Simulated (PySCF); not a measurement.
Vertical excitations of a molecule C8H6 from TDA-PBE/def2-SVPD (PySCF 2.14.0), as energy in eV (oscillator strength): 1.68 (0.000), 3.85 (0.105), 4.56 (0.023), 4.64 (0.000), 5.09 (0.000), 5.30 (0.005). Lowest triplet (TDA): 0.94 eV. The structure is a stationary point at ωB97X-D3(BJ)/def2-SVP. The values are those of a single conformer.

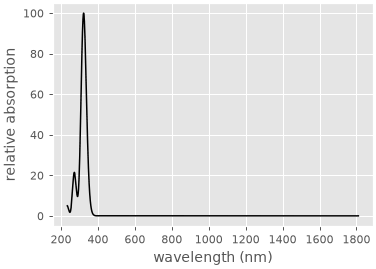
Fig. 1. The lines broadened by 0.4 eV.

Problem. Pick the molecule that these values belong to.
A. C#CC=C1C=CC=C1
B. C#CC=C=CC#CC
C. C1=CC2=CC=CC2=C1
D. C#CC1(C#C)C=CC1

Solution. C, C1=CC2=CC=CC2=C1
